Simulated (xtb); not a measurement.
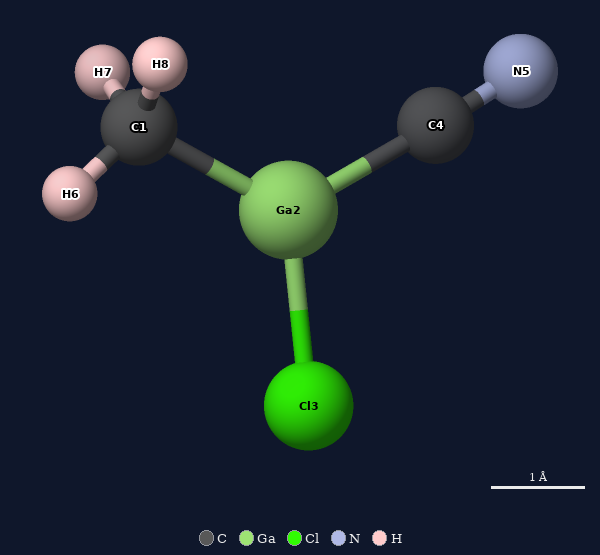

The structure as given in the input (ball-and-stick view, seen at a tilt; atoms are numbered from 1 in the order of the input). Sticks mark near contacts.

**C$_{2}$H$_{3}$ClGaN: energy and gradient calculation**

The run: energy and gradient calculation of C$_{2}$H$_{3}$ClGaN, multiplicity 3, SMILES [CH3][Ga]([Cl])[C]#N. Method and program: GFN1-xTB (xtb 6.7.1).

The geometry is that of the parent species in another charge or spin state. The geometry comes from this level: PBE0-D4/def2-TZVP.

Input (struc.tmol)
```
$coord
     -2.392393273776     -0.766472916148      0.428967830290  c
      1.153866771696      0.134926445298      0.607546949067  ga
      3.334421746902     -0.126422677737      3.984298561161  cl
      3.108410502397      1.365894042880     -2.244616690830  c
      4.193113297932      2.089659148611     -3.990156712147  n
     -3.085733788901     -1.374397810440      2.268238267388  h
     -2.649773971950     -2.288458336922     -0.940705664839  h
     -3.488056480834      0.857368742743     -0.219397203069  h
$end
```

File xtb.inp
```
$chrg 0
$spin 2
$end
```

Machine: 1 thread of Intel Xeon @ 2.50GHz (Skylake/Cascade Lake), 16 GiB of memory available, shared host.

Command:
```bash
xtb struc.tmol --gfn 1 --input xtb.inp --json --grad > xtb.out 2> xtb.err
```

What the program printed
```
* xtb version 6.7.1
   ID    Z sym.   atoms
    1    6 c      1, 4
    2   31 ga     2
    3   17 cl     3
    4    7 n      5
    5    1 h      6-8

           -------------------------------------------------
          |                Calculation Setup                |
           -------------------------------------------------

          program call               : xtb struc.tmol --gfn 1 --input xtb.inp --json --grad
          coordinate file            : struc.tmol
          omp threads                :                     1

           -------------------------------------------------
          |                 G F N 1 - x T B                 |
           -------------------------------------------------

      * Hamiltonian:
        H0-scaling (s, p, d)           1.850000    2.250000    2.000000
        zeta-weighting                 0.000000
      * Dispersion:
        s8                             2.400000
        a1                             0.630000
        a2                             5.000000
        s9                             0.000000
      * Repulsion:
        kExp                           1.500000
        rExp                           1.000000
      * Coulomb:
        alpha                          2.000000
        third order                    atomic
        anisotropic                    false
      * Halogen bond correction:
        rad-scale                      1.300000
        damping                        0.440000

          ...................................................
          :                      SETUP                      :
          :.................................................:
          :  # basis functions                  38          :
          :  # atomic orbitals                  36          :
          :  # shells                           18          :
          :  # electrons                        26          :
          :  # halogen bonds                     1          :
          :  max. iterations                   250          :
          :  Hamiltonian                  GFN1-xTB          :
          :  restarted?                      false          :
          :  GBSA solvation                  false          :
          :  PC potential                    false          :
          :  electronic temp.          300.0000000     K    :
          :  accuracy                    1.0000000          :
          :  -> integral cutoff          0.2500000E+02      :
          :  -> integral neglect         0.1000000E-07      :
          :  -> SCF convergence          0.1000000E-05 Eh   :
          :  -> wf. convergence          0.2000000E-04 e    :
          :  Broyden damping             0.4000000          :
          :  net charge                          0          :
          :  unpaired electrons                  2          :
          ...................................................

 iter      E             dE          RMSdq      gap      omega  full diag
   1    -14.5772512 -0.145773E+02  0.746E+00    0.49       0.0  T
   2    -14.5774385 -0.187288E-03  0.469E+00    0.54       1.0  T
   3    -14.2710460  0.306393E+00  0.448E+00    0.29       1.0  T
   4    -14.5949980 -0.323952E+00  0.817E-01    0.62       1.0  T
   5    -14.5990634 -0.406544E-02  0.272E-01    0.60       1.0  T
   6    -14.5993795 -0.316121E-03  0.216E-01    0.61       1.0  T
   7    -14.5994302 -0.506332E-04  0.638E-02    0.61       1.0  T
   8    -14.5994408 -0.106602E-04  0.335E-02    0.61       1.1  T
   9    -14.5994416 -0.804994E-06  0.102E-02    0.61       3.5  T
  10    -14.5994418 -0.223802E-06  0.233E-03    0.61      15.2  T
  11    -14.5994419 -0.708632E-08  0.800E-04    0.61      44.2  T
  12    -14.5994419 -0.160036E-08  0.194E-04    0.61     182.2  T
  13    -14.5994419 -0.825509E-10  0.644E-05    0.61     549.4  T

   *** convergence criteria satisfied after 13 iterations ***

         #    Occupation            Energy/Eh            Energy/eV
      -------------------------------------------------------------
         1        2.0000           -0.9151267             -24.9019
       ...           ...                  ...                  ...
         8        2.0000           -0.4913936             -13.3715
         9        2.0000           -0.4873084             -13.2603
        10        2.0000           -0.4801846             -13.0665
        11        2.0000           -0.4781196             -13.0103
        12        2.0000           -0.4684432             -12.7470
        13        1.0000           -0.4394895             -11.9591
        14        1.0000           -0.2441502              -6.6437 (HOMO)
        15        0.0000           -0.2219142              -6.0386 (LUMO)
        16                         -0.2144907              -5.8366
        17                         -0.1485148              -4.0413
        18                         -0.1484127              -4.0385
        19                         -0.1223466              -3.3292
       ...                                ...                  ...
        36                          1.1392684              31.0011
      -------------------------------------------------------------
                  HL-Gap            0.0222360 Eh            0.6051 eV
             Fermi-level           -0.3434993 Eh           -9.3471 eV

 transition dipole moment (au) for excitation:          13          14
     X       Y       Z
   0.0213  -0.0756  -0.0195  total (au/Debye):    0.081   0.206
 dE (eV)             :    5.315
 oscillator strength :  0.12076E-02

 SCC (total)                   0 d,  0 h,  0 min,  0.016 sec
 SCC setup                      ...        0 min,  0.000 sec (  0.622%)
 Dispersion                     ...        0 min,  0.000 sec (  0.217%)
 classical contributions        ...        0 min,  0.000 sec (  0.119%)
 integral evaluation            ...        0 min,  0.003 sec ( 15.702%)
 iterations                     ...        0 min,  0.004 sec ( 26.615%)
 molecular gradient             ...        0 min,  0.005 sec ( 30.653%)
 printout                       ...        0 min,  0.004 sec ( 25.974%)

         :::::::::::::::::::::::::::::::::::::::::::::::::::::
         ::                     SUMMARY                     ::
         :::::::::::::::::::::::::::::::::::::::::::::::::::::
         :: total energy             -14.428360571192 Eh    ::
         :: gradient norm              0.177201401180 Eh/a0 ::
         :: HOMO-LUMO gap              0.605071045664 eV    ::
         ::.................................................::
         :: SCC energy               -14.599441853525 Eh    ::
         :: -> electrostatic           0.016892836957 Eh    ::
         :: repulsion energy           0.173740615181 Eh    ::
         :: dispersion energy         -0.002659332847 Eh    ::
         :: halogen bond corr.         0.000000000000 Eh    ::
         :: add. restraining           0.000000000000 Eh    ::
         :: total charge               0.000000000010 e     ::
         :::::::::::::::::::::::::::::::::::::::::::::::::::::

           -------------------------------------------------
          |                Property Printout                |
           -------------------------------------------------

    * Orbital Energies and Occupations

         #    Occupation            Energy/Eh            Energy/eV
      -------------------------------------------------------------
         1        2.0000           -0.9151267             -24.9019
         2        2.0000           -0.7269300             -19.7808
         3        2.0000           -0.6556577             -17.8414
         4        2.0000           -0.5791282             -15.7589
         5        2.0000           -0.5526984             -15.0397
         6        2.0000           -0.5496732             -14.9574
         7        2.0000           -0.5182499             -14.1023
         8        2.0000           -0.4913936             -13.3715
         9        2.0000           -0.4873084             -13.2603
        10        2.0000           -0.4801846             -13.0665
        11        2.0000           -0.4781196             -13.0103
        12        2.0000           -0.4684432             -12.7470
        13        1.0000           -0.4394895             -11.9591
        14        1.0000           -0.2441502              -6.6437 (HOMO)
        15        0.0000           -0.2219142              -6.0386 (LUMO)
        16                         -0.2144907              -5.8366
        17                         -0.1485148              -4.0413
        18                         -0.1484127              -4.0385
        19                         -0.1223466              -3.3292
        20                         -0.0943021              -2.5661
        21                         -0.0589148              -1.6032
        22                         -0.0500872              -1.3629
        23                         -0.0492243              -1.3395
        24                         -0.0375725              -1.0224
        25                         -0.0316241              -0.8605
       ...                                ...                  ...
        36                          1.1392684              31.0011
      -------------------------------------------------------------
                  HL-Gap            0.0222360 Eh            0.6051 eV
             Fermi-level           -0.3434993 Eh           -9.3471 eV

  Mulliken/CM5 charges         n(s)   n(p)   n(d)
     1c    -0.11938 -0.25504   1.031  3.089  0.000
     2ga    0.31319  0.27804   1.181  1.121  0.385
     3cl   -0.16073 -0.15222   1.891  5.272 -0.002
     4c     0.07447  0.20036   1.136  2.790  0.000
     5n    -0.28619 -0.40841   1.627  3.659  0.000
     6h     0.06322  0.11627   0.937  0.000  0.000
     7h     0.05768  0.11047   0.942  0.000  0.000
     8h     0.05774  0.11053   0.942  0.000  0.000

Wiberg/Mayer (AO) data.
largest (>0.10) Wiberg bond orders for each atom

 ---------------------------------------------------------------------------
     #   Z sym  total        # sym  WBO       # sym  WBO       # sym  WBO
 ---------------------------------------------------------------------------
     1   6 c    3.950 --     6 h    0.950     8 h    0.950     7 h    0.949
                             2 ga   0.822     3 cl   0.107     5 n    0.101
     2  31 ga   3.385 --     3 cl   1.178     4 c    1.003     1 c    0.822
                             5 n    0.259
     3  17 cl   1.413 --     2 ga   1.178     1 c    0.107
     4   6 c    3.671 --     5 n    2.524     2 ga   1.003
     5   7 n    2.960 --     4 c    2.524     2 ga   0.259     1 c    0.101
     6   1 h    0.994 --     1 c    0.950
     7   1 h    1.012 --     1 c    0.949
     8   1 h    1.011 --     1 c    0.950
 ---------------------------------------------------------------------------

Topologies differ in total number of bonds
Writing topology from bond orders to xtbtopo.mol

 dipole moment from electron density (au)
     X       Y       Z
  -2.1998  -0.7547   0.6722  total (Debye):    6.153

           -------------------------------------------------
          | TOTAL ENERGY              -14.428360571192 Eh   |
          | GRADIENT NORM               0.177201401180 Eh/α |
          | HOMO-LUMO GAP               0.605071045664 eV   |
           -------------------------------------------------

------------------------------------------------------------------------
------------------------------------------------------------------------
 total:
 *  cpu-time:     0 d,  0 h,  0 min,  0.025 sec
 * ratio c/w:     1.000 speedup
 SCF:
 *  cpu-time:     0 d,  0 h,  0 min,  0.016 sec
 * ratio c/w:     1.000 speedup
```

Standard error
```
normal termination of xtb
```

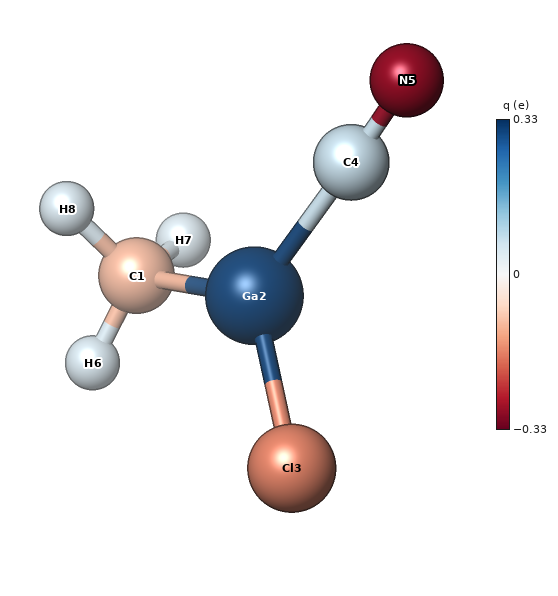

Mulliken charges, as the colour of each atom (ball-and-stick view, seen at a tilt; atoms are numbered from 1 in the order of the input). By element: C −0.12 to +0.07, Ga +0.31, Cl −0.16, N −0.29 and H +0.06 e.

Results in brief

- outcome: converged
- electrons treated: 26
- total energy: −14.428361 hartree
- dispersion energy: −0.002659 hartree
- basis functions: 38
- largest force: 6.570 eV/Å
- dipole moment: 6.15 D
- peak memory: 0.07 GiB
